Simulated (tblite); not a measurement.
C$_{5}$H$_{12}$O$_{2}$Si: geometry relaxation (part 3 of 3)

The same run, continued: C$_{5}$H$_{12}$O$_{2}$Si; GFN2-xTB geometry optimisation, gas phase (tblite 0.8.0). It belongs to a series of runs on one base structure; here: C replaced by Si.

Geometry of the input (Å):
```
C  3.2956  0.6235  -0.2122
O  1.9149  0.7272  -0.0030
Si 1.2061  -0.6709  -0.7109
C  -0.5036  -0.8851  0.0113
C  -0.9199  0.2493  0.9087
C  -2.1413  0.8384  0.2307
C  -2.5545  -0.2963  -0.6696
O  -1.4088  -0.9969  -1.0069
H  3.4539  0.3407  -1.2699
H  3.8284  1.5668  -0.0081
H  3.7395  -0.1972  0.3944
H  1.0880  -0.5307  -2.1686
H  2.0450  -1.8098  -0.3623
H  -0.5107  -1.8198  0.6111
H  -0.1405  1.0406  0.9781
H  -1.2302  -0.1055  1.9280
H  -2.9410  1.0179  0.9655
H  -1.9369  1.7665  -0.3169
H  -3.2610  -0.9798  -0.1447
H  -3.0281  0.1318  -1.5678
```

**Trajectory as extended XYZ, continued**
```
20
Properties=species:S:1:pos:R:3:forces:R:3 step=164 energy=-727.39070
C     3.6285    0.2665    0.0067    0.0100   0.0500   0.0020
O     2.2764   -0.0020    0.2296    0.0190  -0.0100  -0.0040
Si    1.1553   -0.4503   -0.8551   -0.0040   0.0060   0.0080
C    -0.4164   -0.6294    0.1914   -0.0030  -0.0120  -0.0110
C    -1.0435    0.6896    0.6950   -0.0020  -0.0040  -0.0130
C    -2.3702    0.7739   -0.0641   -0.0160  -0.0140   0.0100
C    -2.6279   -0.6922   -0.4064   -0.0020  -0.0050   0.0070
O    -1.3603   -1.2224   -0.7085    0.0030   0.0070   0.0140
H     3.7464    1.1777   -0.5841   -0.0110   0.0060  -0.0040
H     4.1107    0.4022    0.9757    0.0010  -0.0140  -0.0160
H     4.1095   -0.5531   -0.5299   -0.0100  -0.0270   0.0160
H     0.9512    0.5791   -1.8828   -0.0010   0.0050   0.0080
H     1.5040   -1.7084   -1.5159   -0.0050  -0.0100  -0.0030
H    -0.2847   -1.3101    1.0431    0.0120  -0.0080   0.0070
H    -0.4066    1.5485    0.4924    0.0040   0.0040  -0.0120
H    -1.2106    0.6426    1.7722   -0.0280  -0.0040  -0.0250
H    -3.1727    1.2073    0.5280   -0.0120   0.0230   0.0080
H    -2.2561    1.3450   -0.9857    0.0330   0.0150   0.0180
H    -3.0656   -1.2143    0.4591    0.0050  -0.0120   0.0120
H    -3.2725   -0.8397   -1.2735    0.0080   0.0030  -0.0220
20
Properties=species:S:1:pos:R:3:forces:R:3 step=174 energy=-727.39227
C     3.6506    0.2465   -0.0182   -0.0010   0.0030   0.0100
O     2.3034   -0.0178    0.2387    0.0070  -0.0030   0.0000
Si    1.1513   -0.4191   -0.8320    0.0030   0.0040   0.0070
C    -0.4133   -0.6151    0.2213    0.0060   0.0020   0.0030
C    -1.0680    0.6941    0.7132   -0.0010  -0.0040  -0.0070
C    -2.3822    0.7624   -0.0684   -0.0010   0.0010  -0.0020
C    -2.6168   -0.7061   -0.4186    0.0000   0.0040   0.0010
O    -1.3379   -1.2277   -0.6854    0.0000   0.0020   0.0010
H     3.7568    1.1593   -0.6076   -0.0010   0.0100  -0.0110
H     4.1602    0.3722    0.9375   -0.0040   0.0030   0.0010
H     4.1117   -0.5757   -0.5687   -0.0080  -0.0100  -0.0010
H     0.9439    0.6456   -1.8223   -0.0030   0.0040  -0.0040
H     1.4648   -1.6631   -1.5358   -0.0010  -0.0020  -0.0040
H    -0.2726   -1.2905    1.0756    0.0020  -0.0050   0.0070
H    -0.4406    1.5623    0.5191    0.0070  -0.0040   0.0120
H    -1.2580    0.6459    1.7861    0.0010  -0.0070  -0.0070
H    -3.1990    1.1883    0.5109   -0.0010  -0.0010  -0.0090
H    -2.2537    1.3403   -0.9840    0.0050  -0.0030   0.0000
H    -3.0741   -1.2346    0.4332   -0.0050   0.0060  -0.0050
H    -3.2318   -0.8566   -1.3071   -0.0050  -0.0010   0.0080
20
Properties=species:S:1:pos:R:3:forces:R:3 step=183 energy=-727.39272
C     3.6527    0.2407   -0.0287    0.0020   0.0110   0.0050
O     2.3057   -0.0073    0.2451    0.0080  -0.0020  -0.0070
Si    1.1502   -0.4029   -0.8245   -0.0070  -0.0060   0.0040
C    -0.4122   -0.6129    0.2284    0.0040   0.0070   0.0030
C    -1.0762    0.6901    0.7240   -0.0020  -0.0080   0.0040
C    -2.3806    0.7609   -0.0734    0.0040   0.0070   0.0030
C    -2.6129   -0.7082   -0.4213   -0.0020   0.0050   0.0000
O    -1.3322   -1.2290   -0.6811   -0.0070  -0.0050   0.0090
H     3.7628    1.1466   -0.6288   -0.0040  -0.0040  -0.0020
H     4.1755    0.3692    0.9189   -0.0050   0.0070   0.0130
H     4.0959   -0.5928   -0.5760    0.0110  -0.0090  -0.0110
H     0.9435    0.6694   -1.8064   -0.0100   0.0060  -0.0070
H     1.4629   -1.6416   -1.5387    0.0000   0.0010  -0.0020
H    -0.2667   -1.2899    1.0806    0.0020  -0.0030   0.0000
H    -0.4467    1.5615    0.5507   -0.0110  -0.0130   0.0020
H    -1.2824    0.6279    1.7931    0.0010   0.0010   0.0030
H    -3.2048    1.1882    0.4941    0.0060   0.0070  -0.0020
H    -2.2396    1.3368   -0.9881    0.0060  -0.0060  -0.0080
H    -3.0746   -1.2335    0.4302    0.0040   0.0010  -0.0040
H    -3.2253   -0.8624   -1.3109    0.0010   0.0020  -0.0040
20
Properties=species:S:1:pos:R:3:forces:R:3 step=193 energy=-727.39946
C     3.6063    0.3178   -0.1009    0.0310   0.0670   0.0430
O     2.2762    0.0300    0.2164    0.0380  -0.0090  -0.0540
Si    1.1054   -0.4281   -0.8129   -0.0240   0.0390   0.0280
C    -0.4148   -0.6995    0.2930   -0.0080   0.1070  -0.0110
C    -1.0747    0.5755    0.8555   -0.0440   0.0420  -0.0040
C    -2.2648    0.7918   -0.0818    0.0400   0.0290   0.0180
C    -2.5998   -0.6461   -0.4697   -0.0020   0.0190   0.0070
O    -1.3528   -1.2849   -0.6267   -0.1120  -0.0130   0.0580
H     3.6633    1.1353   -0.8242   -0.0070  -0.0370  -0.0020
H     4.1218    0.6167    0.8144   -0.0490  -0.0340  -0.0280
H     4.1031   -0.5576   -0.5251   -0.0300   0.0140   0.0000
H     0.8505    0.6134   -1.8247   -0.0210  -0.0470   0.0980
H     1.4255   -1.6690   -1.5168    0.0210  -0.0260  -0.0140
H    -0.2383   -1.4151    1.1069    0.0060   0.0230  -0.0460
H    -0.3908    1.4264    0.8630   -0.0640  -0.1070   0.0040
H    -1.4318    0.4104    1.8774    0.0640   0.0010  -0.0980
H    -3.1010    1.3037    0.3940    0.0560  -0.0210  -0.0230
H    -1.9584    1.3469   -0.9713   -0.0050  -0.0220   0.0650
H    -3.1839   -1.1301    0.3347    0.0660   0.0240  -0.1160
H    -3.1460   -0.7266   -1.4139    0.0430  -0.0490   0.0770
20
Properties=species:S:1:pos:R:3:forces:R:3 step=203 energy=-727.40891
C     3.5816    0.3438   -0.1385    0.0400  -0.0080   0.0020
O     2.2666    0.0146    0.1939   -0.0090  -0.0020   0.0360
Si    1.0695   -0.4324   -0.8061   -0.0070  -0.0010   0.0080
C    -0.4149   -0.7361    0.3363   -0.0040   0.0100   0.0110
C    -1.0767    0.5249    0.9104    0.0070   0.0110  -0.0120
C    -2.1953    0.8009   -0.0909   -0.0030  -0.0130   0.0040
C    -2.5821   -0.6202   -0.4941    0.0250   0.0510   0.0180
O    -1.3786   -1.3494   -0.5415    0.0430  -0.0160   0.0010
H     3.6032    1.1116   -0.9153    0.0210  -0.0160   0.0100
H     4.0753    0.7215    0.7596   -0.0220  -0.0300  -0.0530
H     4.1160   -0.5381   -0.5043   -0.0290   0.0630   0.0180
H     0.7640    0.6431   -1.7581   -0.0070   0.0040  -0.0230
H     1.3828   -1.6479   -1.5572   -0.0020  -0.0040  -0.0100
H    -0.1925   -1.4480    1.1390   -0.0020  -0.0020   0.0080
H    -0.3729    1.3515    0.9978   -0.0250  -0.0270  -0.0060
H    -1.4975    0.3231    1.8979   -0.0080   0.0030  -0.0100
H    -3.0319    1.3532    0.3338    0.0280  -0.0020   0.0030
H    -1.8084    1.3402   -0.9567   -0.0050  -0.0180   0.0210
H    -3.2573   -1.0599    0.2553   -0.0240  -0.0020   0.0290
H    -3.0558   -0.6856   -1.4741   -0.0160  -0.0010  -0.0550
20
Properties=species:S:1:pos:R:3:forces:R:3 step=212 energy=-727.41107
C     3.5588    0.3756   -0.1775    0.0090   0.0000   0.0050
O     2.2501    0.0516    0.1863   -0.0060  -0.0110  -0.0040
Si    1.0487   -0.4420   -0.7876    0.0070   0.0050  -0.0040
C    -0.4180   -0.7683    0.3716    0.0060   0.0020  -0.0060
C    -1.0820    0.4789    0.9643   -0.0010  -0.0110  -0.0080
C    -2.1484    0.8077   -0.0750   -0.0050  -0.0080  -0.0020
C    -2.5593   -0.5905   -0.5293   -0.0020   0.0040  -0.0010
O    -1.3864   -1.3735   -0.5080   -0.0100   0.0040   0.0160
H     3.5691    1.0821   -1.0104    0.0010  -0.0080   0.0140
H     4.0505    0.8248    0.6864   -0.0060  -0.0070  -0.0150
H     4.1044   -0.5224   -0.4772   -0.0140   0.0180  -0.0040
H     0.7108    0.6073   -1.7590   -0.0020   0.0040  -0.0070
H     1.3741   -1.6587   -1.5329    0.0010  -0.0060   0.0130
H    -0.1874   -1.4946    1.1585    0.0030   0.0110  -0.0040
H    -0.3725    1.2905    1.1119    0.0060  -0.0160   0.0080
H    -1.5522    0.2462    1.9221   -0.0040   0.0050   0.0070
H    -2.9829    1.3756    0.3308   -0.0090   0.0010  -0.0050
H    -1.7093    1.3563   -0.9082   -0.0050   0.0010  -0.0050
H    -3.3044   -1.0149    0.1623    0.0210  -0.0010   0.0050
H    -2.9690   -0.6210   -1.5418    0.0090   0.0110  -0.0060
20
Properties=species:S:1:pos:R:3:forces:R:3 step=222 energy=-727.41171
C     3.5361    0.4042   -0.1917   -0.0050  -0.0040  -0.0030
O     2.2298    0.0744    0.1755   -0.0020  -0.0040  -0.0010
Si    1.0407   -0.4655   -0.7887    0.0030   0.0040   0.0030
C    -0.4209   -0.7886    0.3780    0.0020  -0.0010   0.0020
C    -1.0768    0.4520    0.9891    0.0040  -0.0020  -0.0010
C    -2.1222    0.8170   -0.0594    0.0050  -0.0010   0.0030
C    -2.5487   -0.5650   -0.5479    0.0030  -0.0020   0.0000
O    -1.4005   -1.3835   -0.4958   -0.0010  -0.0020   0.0040
H     3.5415    1.0792   -1.0497    0.0010   0.0060   0.0020
H     4.0157    0.8923    0.6572    0.0000  -0.0070  -0.0010
H     4.0951   -0.4960   -0.4560   -0.0010   0.0070  -0.0020
H     0.6919    0.5481   -1.7933   -0.0020  -0.0030  -0.0030
H     1.3873   -1.7021   -1.4916    0.0000   0.0040   0.0040
H    -0.1842   -1.5235    1.1544   -0.0040  -0.0020   0.0010
H    -0.3556    1.2467    1.1671   -0.0030   0.0040   0.0020
H    -1.5663    0.2051    1.9339    0.0020  -0.0030   0.0010
H    -2.9560    1.3877    0.3448    0.0050   0.0030  -0.0070
H    -1.6632    1.3762   -0.8744   -0.0020   0.0070  -0.0020
H    -3.3264   -0.9813    0.1107   -0.0030  -0.0020   0.0000
H    -2.9226   -0.5668   -1.5749   -0.0030  -0.0020  -0.0030
```

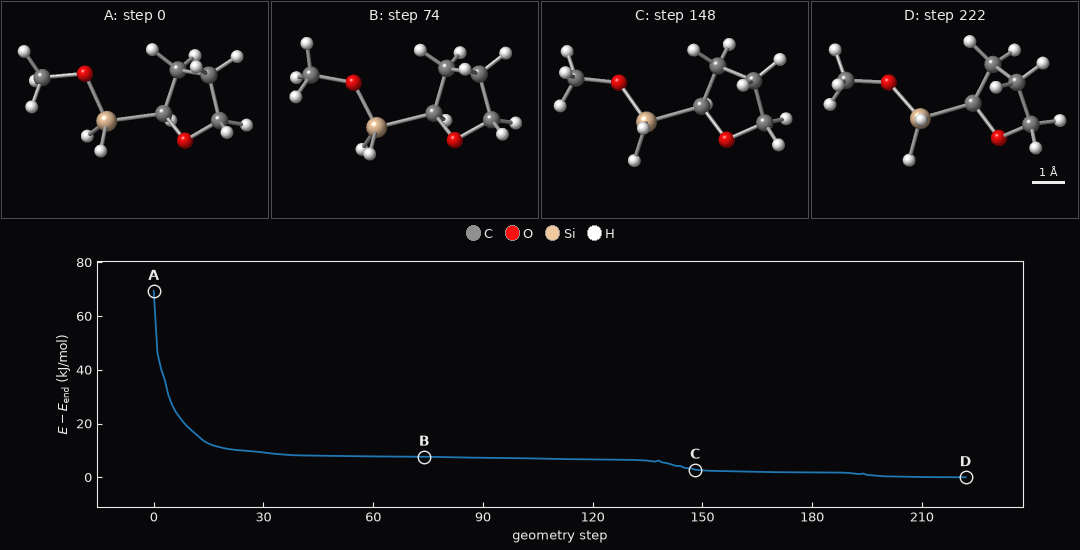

*Frames of the relaxation (ball-and-stick view, seen at a tilt) above the curves, on which the letters mark them (steps are counted from 0).*

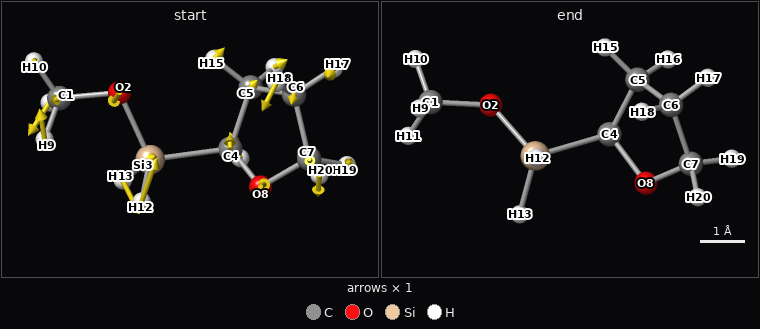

*Before (left) and after (right) the relaxation, at one scale (ball-and-stick view, seen at a tilt). The yellow arrows give the displacements, at true length.*

The largest move after the best rigid fit is that of H13, 1.31 Å. Largest moves by element: H 1.31 Å, O 0.73 Å, C 0.38 Å, Si 0.28 Å. Distances before and after: O2–Si3 1.720 → 1.623 Å, C4–O8 1.367 → 1.441 Å, C5–H16 1.123 → 1.092 Å, Si3–C4 1.868 → 1.898 Å. Among the angles that change: C1–O2–Si3 106.5° → 127.4°, Si3–C4–O8 109.1° → 102.8°, O2–Si3–H13 107.4° → 113.1°. After 222 geometry steps the energy has fallen by 69.3 kJ/mol. The largest force component goes from 1.9 to 0.007 eV/Å. (Atoms are counted from 1 in the order of the input.)

**Key numbers**

| quantity | value |
| --- | --- |
| outcome | converged |
| total energy | −727.4117 eV |
| hardware | 1 CPU thread, shared host |
| wall time | 1.4 s |
| peak memory | 0.18 GiB |
